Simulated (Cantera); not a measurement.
A closed system holds: 1 mol PH3, 0.086 mol H2, a varied amount of O2, at 2748 K and 2400000 Pa.

Method: chemical equilibrium by Gibbs-energy minimisation in Cantera with the NASA 1993 tables (ideal gas, pure condensed phases). Candidate condensed phases: H2O, P, P4O10; 17 gas species. Gases not in the tables: HPO2, HPO3 and P4O6. The numbers say what is thermodynamically allowed, not how fast it happens.

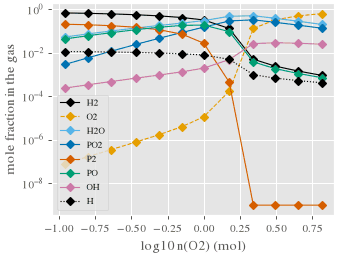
Figure: Equilibrium gas composition (values under 1e-9 drawn at 1e-9)

Question: Read off the mole fractions at 0.16 mol O2.

Answer: H2 about 0.65, P2 about 0.19, H2O about 0.074, PO about 0.061, H about 0.011, PO2 about 0.0060, OH about 0.00034, O2 about 1.7e-7.
